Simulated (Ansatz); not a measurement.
CH$_{2}$NSn: geometry relaxation (part 1 of 2)

System: CH$_{2}$NSn, multiplicity 2.
Method: UKS B3LYP/def2-mTZVP (Ansatz 0.2.0).

It belongs to a series of runs on one base structure; here: end point B relaxed. Figures and captions count atoms from 1; the log counts them from 0 in places.

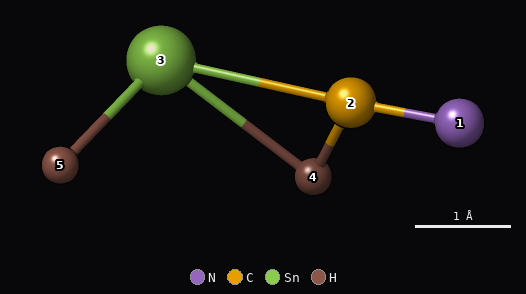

Fig. 1: The starting structure (ball-and-stick view, seen at a tilt; atoms are numbered from 1 in the order of the input). Sticks mark near contacts.

### Input
```yaml
crystal:
  periodic: [false, false, false]
  atoms:
    - { symbol: "N", position_ang: [0.8619, -1.582, 1.7176] }
    - { symbol: C, position_ang: [0.5224, -0.8831, 0.7967] }
    - { symbol: Sn, position_ang: [-0.0267, 0.3097, -0.8594] }
    - { symbol: H, position_ang: [-0.38053, -0.31749, 1.02672] }
    - { symbol: H, position_ang: [0.3105, 1.9831, -0.4838] }
magnetization:
  spin_polarized: true
  initial_magnetization: 1
basis:
  gaussian: { orbitals: def2-mTZVP }
hamiltonian:
  xc: b3lyp
relax:
  f_tol: 0.02
  max_steps: 50
```

Hardware: 2 threads of Intel Xeon (Sapphire Rapids), 64 GiB of memory available, shared host.

Launched with:
```bash
ansatz run input.yaml --threads 2 --pin off --max-ram 3072MiB --backend cpu --events-out ev --progress --plain --runs-dir out
```

### Output
```
The last accepted step is kept in [file] (removed where the run ends without a failure and the disk answers)
Engine: ansatz 0.2.0, x86_64-unknown-linux-gnu
Functional definition: B3LYP
  parameter a0 = 0.2
  parameter ax = 0.72
  parameter ac = 0.81
  exchange = (1 - a0 - ax)*slater_x + ax*b88_x + a0*exact_x
  correlation = (1 - ac)*vwn_rpa_c + ac*lyp_c
903 factors; integrals over basis functions are off by at most 5.3e-4 eV
mean field evaluation 1: about -8374.7642 eV, gradient 5.1e1 eV
mean field evaluation 2: about -8151.6467 eV, gradient 1.4e2 eV
mean field evaluation 4: about -8385.1074 eV, gradient 3.2e1 eV
mean field evaluation 8: about -8390.3081 eV, gradient 3.8e-1 eV
mean field evaluation 16: about -8390.3500 eV, gradient 2.7e-3 eV
mean field -8390.35002477 eV, -308.3396762266 hartree, gradient 3.1e-5 eV, S^2 0.777188; 0 other end points of the search recorded, 0 dependent functions left out
the calculation of the forces begins
reference -8390.35025000 eV, -308.3396845039 hartree; 19, 18 occupied and 61, 62 virtual orbitals, 903 factors
relax step   1: F+E_penalty+E_count = -8390.35002477 eV  Δ(F+E_penalty+E_count) = +0.000e0 eV  max|allowed force component| = 3.260e0 eV/Å  Δτ_max = 0.0000 Å  (37 SCF iters, accepted)
these checks for a lower state are left out or cut short: starts, cluster_reference, orbital_swaps, neighbouring_geometries, increment
903 factors; integrals over basis functions are off by at most 5.9e-4 eV
mean field -8390.94223249 eV, -308.3614394590 hartree, gradient 2.0e-5 eV, S^2 0.772938; 0 other end points of the search recorded, 0 dependent functions left out
[... from here on the field's lines of each further geometry are left out, up to the last ...]
relax step   2: F+E_penalty+E_count = -8390.94223249 eV  Δ(F+E_penalty+E_count) = -5.922e-1 eV  max|allowed force component| = 1.286e0 eV/Å  Δτ_max = 0.1947 Å  (37 SCF iters, accepted)
relax step   3: F+E_penalty+E_count = -8391.08105543 eV  Δ(F+E_penalty+E_count) = -1.388e-1 eV  max|allowed force component| = 1.906e0 eV/Å  Δτ_max = 0.1983 Å  (42 SCF iters, accepted)
relax step   4: F+E_penalty+E_count = -8391.14993484 eV  Δ(F+E_penalty+E_count) = -6.888e-2 eV  max|allowed force component| = 1.053e0 eV/Å  Δτ_max = 0.0650 Å  (38 SCF iters, accepted)
relax step   5: F+E_penalty+E_count = -8391.20071271 eV  Δ(F+E_penalty+E_count) = -5.078e-2 eV  max|allowed force component| = 3.260e-1 eV/Å  Δτ_max = 0.0716 Å  (43 SCF iters, accepted)
relax step   6: F+E_penalty+E_count = -8391.28493079 eV  Δ(F+E_penalty+E_count) = -8.422e-2 eV  max|allowed force component| = 1.377e0 eV/Å  Δτ_max = 0.1679 Å  (52 SCF iters, accepted)
relax step   7: F+E_penalty+E_count = -8391.25572032 eV  Δ(F+E_penalty+E_count) = +2.921e-2 eV  max|allowed force component| = 4.005e0 eV/Å  Δτ_max = 0.1982 Å  (44 SCF iters, rejected (line search))
relax step   8: F+E_penalty+E_count = -8391.38666292 eV  Δ(F+E_penalty+E_count) = -1.017e-1 eV  max|allowed force component| = 1.191e0 eV/Å  Δτ_max = 0.0963 Å  (42 SCF iters, accepted)
relax step   9: F+E_penalty+E_count = -8391.47228447 eV  Δ(F+E_penalty+E_count) = -8.562e-2 eV  max|allowed force component| = 8.958e-1 eV/Å  Δτ_max = 0.0974 Å  (42 SCF iters, accepted)
relax step  10: F+E_penalty+E_count = -8391.55893962 eV  Δ(F+E_penalty+E_count) = -8.666e-2 eV  max|allowed force component| = 1.024e0 eV/Å  Δτ_max = 0.1425 Å  (41 SCF iters, accepted)
relax step  11: F+E_penalty+E_count = -8391.61288636 eV  Δ(F+E_penalty+E_count) = -5.395e-2 eV  max|allowed force component| = 2.513e0 eV/Å  Δτ_max = 0.1976 Å  (42 SCF iters, accepted)
relax step  12: F+E_penalty+E_count = -8391.73729696 eV  Δ(F+E_penalty+E_count) = -1.244e-1 eV  max|allowed force component| = 4.762e-1 eV/Å  Δτ_max = 0.2000 Å  (41 SCF iters, accepted)
relax step  13: F+E_penalty+E_count = -8391.74966008 eV  Δ(F+E_penalty+E_count) = -1.236e-2 eV  max|allowed force component| = 1.891e-1 eV/Å  Δτ_max = 0.0868 Å  (38 SCF iters, accepted)
relax step  14: F+E_penalty+E_count = -8391.73089056 eV  Δ(F+E_penalty+E_count) = +1.877e-2 eV  max|allowed force component| = 8.136e-1 eV/Å  Δτ_max = 0.0726 Å  (38 SCF iters, rejected (line search))
relax step  15: F+E_penalty+E_count = -8391.75517410 eV  Δ(F+E_penalty+E_count) = -5.514e-3 eV  max|allowed force component| = 7.172e-2 eV/Å  Δτ_max = 0.0363 Å  (38 SCF iters, accepted)
relax step  16: F+E_penalty+E_count = -8391.75653513 eV  Δ(F+E_penalty+E_count) = -1.361e-3 eV  max|allowed force component| = 7.311e-2 eV/Å  Δτ_max = 0.0187 Å  (37 SCF iters, accepted)
relax step  17: F+E_penalty+E_count = -8391.75764555 eV  Δ(F+E_penalty+E_count) = -1.110e-3 eV  max|allowed force component| = 1.097e-1 eV/Å  Δτ_max = 0.0266 Å  (37 SCF iters, accepted)
relax step  18: F+E_penalty+E_count = -8391.75929807 eV  Δ(F+E_penalty+E_count) = -1.653e-3 eV  max|allowed force component| = 4.005e-2 eV/Å  Δτ_max = 0.0346 Å  (38 SCF iters, accepted)
relax step  19: F+E_penalty+E_count = -8391.75888177 eV  Δ(F+E_penalty+E_count) = +4.163e-4 eV  max|allowed force component| = 7.016e-1 eV/Å  Δτ_max = 0.0983 Å  (37 SCF iters, rejected (line search))
relax step  20: F+E_penalty+E_count = -8391.76209594 eV  Δ(F+E_penalty+E_count) = -2.798e-3 eV  max|allowed force component| = 1.489e-1 eV/Å  Δτ_max = 0.0482 Å  (37 SCF iters, accepted)
relax step  21: F+E_penalty+E_count = -8391.76562529 eV  Δ(F+E_penalty+E_count) = -3.529e-3 eV  max|allowed force component| = 3.995e-1 eV/Å  Δτ_max = 0.0537 Å  (37 SCF iters, accepted)
relax step  22: F+E_penalty+E_count = -8391.74518910 eV  Δ(F+E_penalty+E_count) = +2.044e-2 eV  max|allowed force component| = 9.778e-1 eV/Å  Δτ_max = 0.1437 Å  (39 SCF iters, rejected (line search))
relax step  23: F+E_penalty+E_count = -8391.77052530 eV  Δ(F+E_penalty+E_count) = -4.900e-3 eV  max|allowed force component| = 2.499e-1 eV/Å  Δτ_max = 0.0541 Å  (36 SCF iters, accepted)
relax step  24: F+E_penalty+E_count = -8391.77560737 eV  Δ(F+E_penalty+E_count) = -5.082e-3 eV  max|allowed force component| = 1.890e-1 eV/Å  Δτ_max = 0.0731 Å  (38 SCF iters, accepted)
relax step  25: F+E_penalty+E_count = -8391.77458653 eV  Δ(F+E_penalty+E_count) = +1.021e-3 eV  max|allowed force component| = 9.717e-1 eV/Å  Δτ_max = 0.1114 Å  (37 SCF iters, rejected (line search))
relax step  26: F+E_penalty+E_count = -8391.77833919 eV  Δ(F+E_penalty+E_count) = -2.732e-3 eV  max|allowed force component| = 9.568e-2 eV/Å  Δτ_max = 0.0538 Å  (37 SCF iters, accepted)
relax step  27: F+E_penalty+E_count = -8391.78030759 eV  Δ(F+E_penalty+E_count) = -1.968e-3 eV  max|allowed force component| = 9.027e-2 eV/Å  Δτ_max = 0.0556 Å  (37 SCF iters, accepted)
relax step  28: F+E_penalty+E_count = -8391.78443257 eV  Δ(F+E_penalty+E_count) = -4.125e-3 eV  max|allowed force component| = 2.304e-1 eV/Å  Δτ_max = 0.0826 Å  (38 SCF iters, accepted)
relax step  29: F+E_penalty+E_count = -8391.79257535 eV  Δ(F+E_penalty+E_count) = -8.143e-3 eV  max|allowed force component| = 6.301e-1 eV/Å  Δτ_max = 0.1240 Å  (38 SCF iters, accepted)
relax step  30: F+E_penalty+E_count = -8391.80946163 eV  Δ(F+E_penalty+E_count) = -1.689e-2 eV  max|allowed force component| = 1.399e0 eV/Å  Δτ_max = 0.1854 Å  (43 SCF iters, accepted)
relax step  31: F+E_penalty+E_count = -8391.83336273 eV  Δ(F+E_penalty+E_count) = -2.390e-2 eV  max|allowed force component| = 2.662e0 eV/Å  Δτ_max = 0.1928 Å  (42 SCF iters, accepted)
relax step  32: F+E_penalty+E_count = -8391.94777500 eV  Δ(F+E_penalty+E_count) = -1.144e-1 eV  max|allowed force component| = 9.424e-1 eV/Å  Δτ_max = 0.2000 Å  (40 SCF iters, accepted)
relax step  33: F+E_penalty+E_count = -8392.00092338 eV  Δ(F+E_penalty+E_count) = -5.315e-2 eV  max|allowed force component| = 9.832e-1 eV/Å  Δτ_max = 0.1949 Å  (37 SCF iters, accepted)
relax step  34: F+E_penalty+E_count = -8392.01474409 eV  Δ(F+E_penalty+E_count) = -1.382e-2 eV  max|allowed force component| = 1.482e0 eV/Å  Δτ_max = 0.1950 Å  (37 SCF iters, accepted)
relax step  35: F+E_penalty+E_count = -8392.03943020 eV  Δ(F+E_penalty+E_count) = -2.469e-2 eV  max|allowed force component| = 5.972e-1 eV/Å  Δτ_max = 0.1261 Å  (36 SCF iters, accepted)
relax step  36: F+E_penalty+E_count = -8392.06373478 eV  Δ(F+E_penalty+E_count) = -2.430e-2 eV  max|allowed force component| = 1.086e-1 eV/Å  Δτ_max = 0.0842 Å  (37 SCF iters, accepted)
relax step  37: F+E_penalty+E_count = -8392.06787934 eV  Δ(F+E_penalty+E_count) = -4.145e-3 eV  max|allowed force component| = 3.387e-2 eV/Å  Δτ_max = 0.0699 Å  (37 SCF iters, accepted)
relax step  38: F+E_penalty+E_count = -8392.06894528 eV  Δ(F+E_penalty+E_count) = -1.066e-3 eV  max|allowed force component| = 1.067e-1 eV/Å  Δτ_max = 0.0416 Å  (38 SCF iters, accepted)
relax step  39: F+E_penalty+E_count = -8392.06903414 eV  Δ(F+E_penalty+E_count) = -8.887e-5 eV  max|allowed force component| = 2.641e-2 eV/Å  Δτ_max = 0.0030 Å  (32 SCF iters, accepted)
the calculation of the forces begins
reference -8392.06927058 eV, -308.4028573450 hartree; 19, 18 occupied and 61, 62 virtual orbitals, 903 factors
relax step  40: F+E_penalty+E_count = -8392.06904098 eV  Δ(F+E_penalty+E_count) = -6.831e-6 eV  max|allowed force component| = 5.037e-3 eV/Å  Δτ_max = 0.0013 Å  (25 SCF iters, accepted)
```

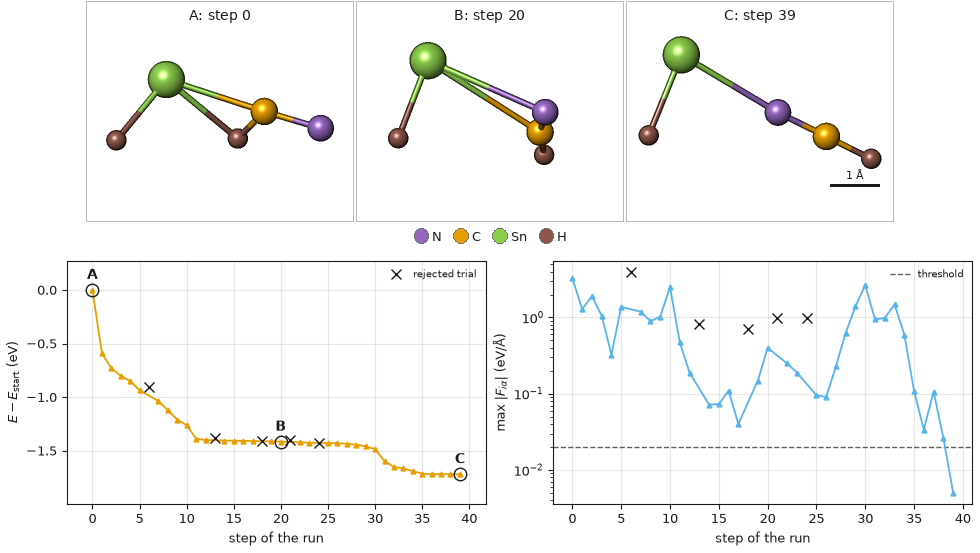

Fig. 2: Frames of the relaxation (ball-and-stick view, seen at a tilt) above the curves, on which the letters mark them (the first geometry is step 0 here and step 1 in the log).

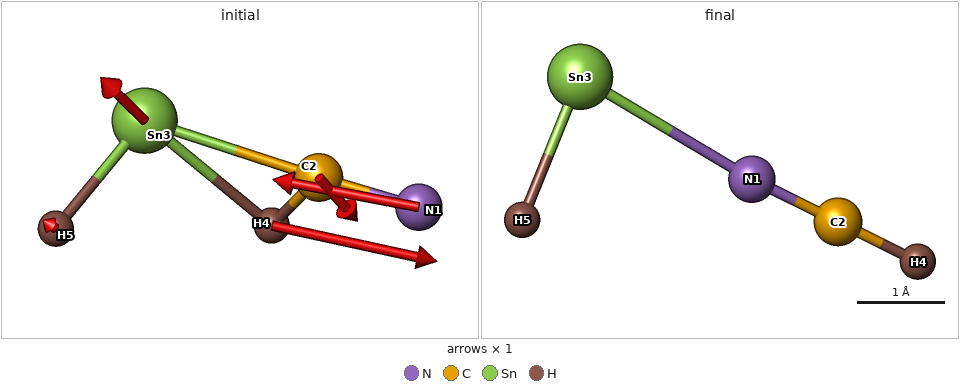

Fig. 3: Before (left) and after (right) the relaxation, at one scale (ball-and-stick view, seen at a tilt). The red arrows give the displacements, at true length. After 39 geometry steps the energy has fallen by 1.719 eV. The largest force component goes from 3.3 to 0.005 eV/Å. The line search rejected the trial steps at points 6, 13, 18, 21, 24 (counted from 0) and went back. The largest move after the best rigid fit is that of H4, 1.96 Å. By element the largest moves are H 1.96 Å, N 1.74 Å, Sn 0.91 Å, C 0.82 Å. Among the contacts that change: Sn3–H4 2.019 → 4.600 Å, C2–Sn3 2.114 → 3.534 Å, N1–Sn3 3.318 → 2.386 Å, N1–C2 1.205 → 1.151 Å. New bonds form: N1–Sn3 (3.32 → 2.39 Å). Bonds break: C2–Sn3 (2.11 → 3.53 Å). Among the angles that change: N1–C2–H4 111.9° → 179.8°. (Atoms are counted from 1 in the order of the input.)

```
903 factors; integrals over basis functions are off by at most 5.1e-4 eV
mean field -8392.06904098 eV, -308.4028489072 hartree, gradient 5.2e-5 eV, S^2 0.753031; 1 other end points of the search recorded, 0 dependent functions left out
the calculation of the forces begins
reference -8392.06927058 eV, -308.4028573450 hartree; 19, 18 occupied and 61, 62 virtual orbitals, 903 factors
Total energy: -8392.06927058 eV, -308.4028573450 hartree
Atom 0 at     0.260905    -0.457760     0.588189 Å, force    -0.004117    -0.001931     0.001684 eV/Å
Atom 1 at    -0.139099    -0.900246     1.572118 Å, force     0.005037     0.003553    -0.000197 eV/Å
Atom 2 at     1.145629     0.291071    -1.497313 Å, force     0.000741    -0.000426    -0.000486 eV/Å
Atom 3 at    -0.509153    -1.306715     2.486123 Å, force    -0.001570    -0.001500    -0.001152 eV/Å
Atom 4 at     0.529288     1.883859    -0.951296 Å, force    -0.000090     0.000304     0.000151 eV/Å
Dipole moment:    -0.287072    -0.483666     0.779118 e Å
```

### Trajectory as extended XYZ (Å, eV, eV/Å), 40 frames, from step=1 to step=40
```
5
Properties=species:S:1:pos:R:3:forces:R:3 step=1 energy=-8390.35002
N     0.8619   -1.5820    1.7176    0.4199  -0.3682  -0.6075
C     0.5224   -0.8831    0.7967    1.6320  -0.8324   2.1155
Sn   -0.0267    0.3097   -0.8594   -0.6093   0.2203  -3.2600
H    -0.3805   -0.3175    1.0267   -1.8157   0.7586   1.0306
H     0.3105    1.9831   -0.4838    0.3731   0.2217   0.7214
5
Properties=species:S:1:pos:R:3:forces:R:3 step=2 energy=-8390.94223
N     0.9080   -1.5821    1.6942    0.2722   0.3881  -0.9351
C     0.5343   -0.8074    0.8453    0.0556  -0.6068   1.2862
Sn   -0.0581    0.2828   -1.0496    0.1765   0.3991  -0.4927
H    -0.4574   -0.3257    1.0990   -0.4717   0.3366   0.1229
H     0.3608    1.9426   -0.3910   -0.0327  -0.5170   0.0187
5
Properties=species:S:1:pos:R:3:forces:R:3 step=3 energy=-8391.08106
N     1.0508   -1.4747    1.6140   -0.8848   1.2477  -1.6954
C     0.4155   -0.7575    0.8363    0.1809  -1.0185   1.9060
Sn   -0.0187    0.2937   -1.1674    0.2380   0.0470   0.2368
H    -0.6047   -0.3654    1.2257    0.5401  -0.1346  -0.3082
H     0.4446    1.8141   -0.3108   -0.0743  -0.1416  -0.1391
5
Properties=species:S:1:pos:R:3:forces:R:3 step=4 energy=-8391.14993
N     1.0692   -1.4471    1.5620   -0.2286   0.4230  -0.7254
C     0.3752   -0.7440    0.8505   -0.2246  -0.3971   1.0526
Sn    0.0154    0.2898   -1.1632    0.1321   0.0188   0.0388
H    -0.6328   -0.3985    1.2741    0.3651  -0.0258  -0.2985
H     0.4605    1.8100   -0.3256   -0.0439  -0.0190  -0.0675
5
Properties=species:S:1:pos:R:3:forces:R:3 step=5 energy=-8391.20071
N     1.0842   -1.4578    1.5006    0.1328   0.0057  -0.1911
C     0.3271   -0.7364    0.8896   -0.2533  -0.0647   0.3260
Sn    0.0768    0.2854   -1.1647    0.0924  -0.0185  -0.0469
H    -0.6514   -0.4211    1.3395    0.0537   0.0626  -0.0830
H     0.4508    1.8401   -0.3672   -0.0256   0.0149  -0.0050
5
Properties=species:S:1:pos:R:3:forces:R:3 step=6 energy=-8391.28493
N     1.1352   -1.4427    1.3768   -1.3768   1.0267  -1.0608
C     0.1960   -0.7709    0.9305    1.0001  -0.5066   0.9318
Sn    0.2179    0.2696   -1.1961    0.2597  -0.1418   0.1108
H    -0.6892   -0.4298    1.5029    0.1642  -0.2260   0.0177
H     0.4277    1.8840   -0.4162   -0.0472  -0.1522   0.0005
5
Properties=species:S:1:pos:R:3:forces:R:3 step=7 energy=-8391.25572 accepted=F
N     1.1473   -1.4090    1.1869   -4.0054   2.9923  -0.9095
C     0.0992   -0.6935    1.0015    3.7516  -2.7566   0.4058
Sn    0.3706    0.2302   -1.2156    0.0197  -0.0493   0.7092
H    -0.7440   -0.5004    1.6797    0.1913   0.0280  -0.0918
H     0.4146    1.8829   -0.4546    0.0429  -0.2144  -0.1136
```
